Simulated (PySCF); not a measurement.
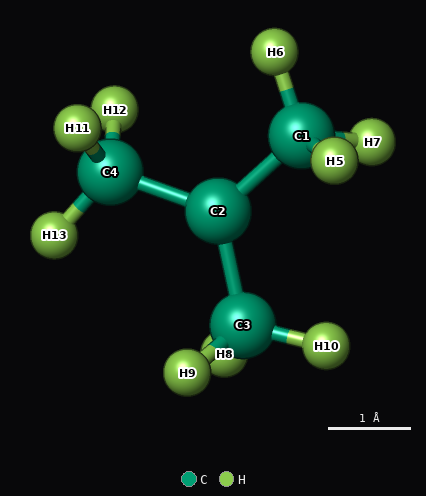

The structure as given in the input (ball-and-stick view, seen at a tilt; atoms are numbered from 1 in the order of the input). Bond lengths as drawn: C–C 1.45 Å and C–H 1.09 to 1.10 Å.

**Two runs on C₄H₉**

System: C₄H₉, charge +1, SMILES C[C+](C)C.
Method of run A: GIAO CAM-B3LYP/pcSseg-1 NMR shielding, non-relativistic, gas phase (PySCF 2.14.0).

The geometry comes from this level: GFN2-xTB. Text and figures count atoms from 1; the logs count them from 0 in places.

## The input, run A
```
{"job": {"kind": "nmr", "xc": "CAM-B3LYP", "basis": "pcSseg-1", "pop": false}, "charge": 1, "multiplicity": 1}
C     -1.920012    -0.062729     0.954139
C     -1.548298    -1.397539     0.533731
C     -1.333086    -1.680299    -0.869972
C     -1.391910    -2.449490     1.516377
H     -1.172319     0.658273     0.604857
H     -2.058644     0.040911     2.027015
H     -2.828825     0.252668     0.429414
H     -1.985795    -2.501278    -1.187432
H     -0.329083    -2.094263    -1.016447
H     -1.476708    -0.822103    -1.521183
H     -0.658569    -2.146223     2.271963
H     -2.314524    -2.554739     2.098131
H     -1.110743    -3.410798     1.094575
```

The first line tells a small driver script what to run in PySCF; the rest is the geometry in Å.

Launched with:
```bash
OMP_NUM_THREADS=1 python <driver script> task.json out
```

Hardware: 1 CPU thread, shared host.

## Output (run A)
```
coarse grid: 9928 points
cycle   1  E = -157.3551450570  dE =  6.945e-01  |g| = 3.610e-01  |ddm| = 2.909e+00
cycle   2  E = -157.3638587171  dE = -8.714e-03  |g| = 3.342e-01  |ddm| = 5.922e-01
cycle   3  E = -157.3891181772  dE = -2.526e-02  |g| = 2.593e-02  |ddm| = 2.450e-01
cycle   4  E = -157.3892947741  dE = -1.766e-04  |g| = 7.955e-03  |ddm| = 4.132e-02
cycle   5  E = -157.3893109831  dE = -1.621e-05  |g| = 1.983e-03  |ddm| = 8.815e-03
cycle   6  E = -157.3893121846  dE = -1.201e-06  |g| = 2.695e-04  |ddm| = 2.206e-03
final grid: 93184 points
cycle   7  E = -157.4229639928  dE = -2.190e-05  |g| = 3.830e-03  |ddm| = 1.274e-02
cycle   8  E = -157.4229654666  dE = -1.474e-06  |g| = 3.010e-03  |ddm| = 4.843e-03
cycle   9  E = -157.4229676569  dE = -2.190e-06  |g| = 9.228e-05  |ddm| = 2.004e-03
cycle  10  E = -157.4229676592  dE = -2.320e-09  |g| = 7.898e-05  |ddm| = 2.103e-04
cycle  11  E = -157.4229676607  dE = -1.480e-09  |g| = 6.878e-06  |ddm| = 6.529e-05
cycle  12  E = -157.4229676608  dE = -3.809e-11  |g| = 2.189e-06  |ddm| = 1.811e-05
converged SCF energy = -157.4229676608

GIAO shielding tensors (ppm)
atom      isotropic    diamagn.    paramagn.     s11        s22        s33       span
  0 C      133.487     252.429    -118.942     88.865    148.353    163.243     74.378
  1 C     -177.403     264.580    -441.984   -347.300   -347.195    162.286    509.586
  2 C      133.464     252.083    -118.619     88.861    148.300    163.229     74.368
  3 C      133.510     247.410    -113.900     88.915    148.377    163.238     74.322
  4 H       27.550      33.099      -5.549     24.213     26.694     31.743      7.531
  5 H       27.742      30.050      -2.307     24.356     28.011     30.859      6.503
  6 H       27.547      27.726      -0.178     24.212     26.698     31.733      7.521
  7 H       27.551      25.632       1.919     24.215     26.699     31.739      7.525
  8 H       27.548      31.010      -3.463     24.211     26.694     31.738      7.527
  9 H       27.739      31.950      -4.211     24.355     28.015     30.849      6.494
 10 H       27.550      28.577      -1.026     24.214     26.696     31.741      7.528
 11 H       27.552      23.190       4.362     24.214     26.694     31.748      7.534
 12 H       27.740      26.954       0.786     24.356     28.013     30.853      6.497
```

Run B used a changed input.

## The two runs side by side

| quantity | run A | run B |
| --- | --- | --- |
| outcome | converged | converged |
| total energy (hartree) | −157.422968 | −157.420928 |
| HOMO (eV) | −17.82 | −19.24 |
| LUMO (eV) | −7.49 | −6.39 |
| shielding of C1 (ppm) | 133.5 | 139.3 |
| shielding of C2 (ppm) | −177.4 | −179.8 |
| shielding of C3 (ppm) | 133.5 | 139.2 |
| shielding of C4 (ppm) | 133.5 | 139.3 |
| shielding of H6 (ppm) | 27.7 | 27.6 |
| shielding of H10 (ppm) | 27.7 | 27.6 |
| shielding of H13 (ppm) | 27.7 | 27.6 |
| SCF iterations | 12 | 11 |
| basis functions | 113 | 113 |
| wall time (shared host) | 15 s | 19 s |

What was changed in the input?

The change (lines with − go, lines with + come):
```diff
-"xc": "CAM-B3LYP"
+"xc": "LC-wPBE"
```

The total energies belong to different methods, so their difference says nothing on which is more stable or more accurate. The HOMO goes from −17.82 to −19.24 eV. The LUMO goes from −7.49 to −6.39 eV. Of all shieldings, the largest change is that of C1, C3 and C4, by +5.8 ppm. The functional changes from CAM-B3LYP to LC-wPBE. The SCF takes 11 iterations against 12.

## Output (run B)
```
coarse grid: 9928 points
cycle   1  E = -157.3473704382  dE =  8.536e-01  |g| = 3.815e-01  |ddm| = 2.870e+00
cycle   2  E = -157.3744967117  dE = -2.713e-02  |g| = 2.725e-01  |ddm| = 5.752e-01
cycle   3  E = -157.3918041449  dE = -1.731e-02  |g| = 3.119e-02  |ddm| = 2.188e-01
cycle   4  E = -157.3921314798  dE = -3.273e-04  |g| = 5.783e-03  |ddm| = 6.466e-02
cycle   5  E = -157.3921418871  dE = -1.041e-05  |g| = 2.322e-03  |ddm| = 8.960e-03
cycle   6  E = -157.3921440303  dE = -2.143e-06  |g| = 4.717e-04  |ddm| = 3.784e-03
final grid: 93184 points
cycle   7  E = -157.4209249676  dE = -3.748e-05  |g| = 3.668e-03  |ddm| = 1.989e-02
cycle   8  E = -157.4209272669  dE = -2.299e-06  |g| = 2.168e-03  |ddm| = 4.259e-03
cycle   9  E = -157.4209283489  dE = -1.082e-06  |g| = 1.399e-04  |ddm| = 1.428e-03
cycle  10  E = -157.4209283578  dE = -8.849e-09  |g| = 5.415e-05  |ddm| = 3.281e-04
cycle  11  E = -157.4209283585  dE = -7.744e-10  |g| = 1.418e-05  |ddm| = 6.450e-05
converged SCF energy = -157.4209283585

GIAO shielding tensors (ppm)
atom      isotropic    diamagn.    paramagn.     s11        s22        s33       span
  0 C      139.259     252.930    -113.671     93.981    155.386    168.410     74.429
  1 C     -179.790     265.360    -445.149   -354.514   -354.403    169.548    524.063
  2 C      139.239     252.404    -113.164     93.979    155.341    168.398     74.418
  3 C      139.282     247.844    -108.562     94.030    155.410    168.405     74.374
  4 H       27.528      32.696      -5.168     24.026     26.602     31.956      7.930
  5 H       27.635      30.184      -2.549     24.144     27.860     30.902      6.758
  6 H       27.525      27.916      -0.391     24.025     26.606     31.944      7.919
  7 H       27.529      25.998       1.531     24.028     26.607     31.952      7.924
  8 H       27.526      30.783      -3.258     24.025     26.602     31.950      7.926
  9 H       27.632      31.705      -4.073     24.142     27.863     30.892      6.750
 10 H       27.528      28.263      -0.735     24.027     26.604     31.953      7.926
 11 H       27.530      23.470       4.060     24.027     26.602     31.960      7.933
 12 H       27.633      26.977       0.657     24.143     27.862     30.896      6.753
```
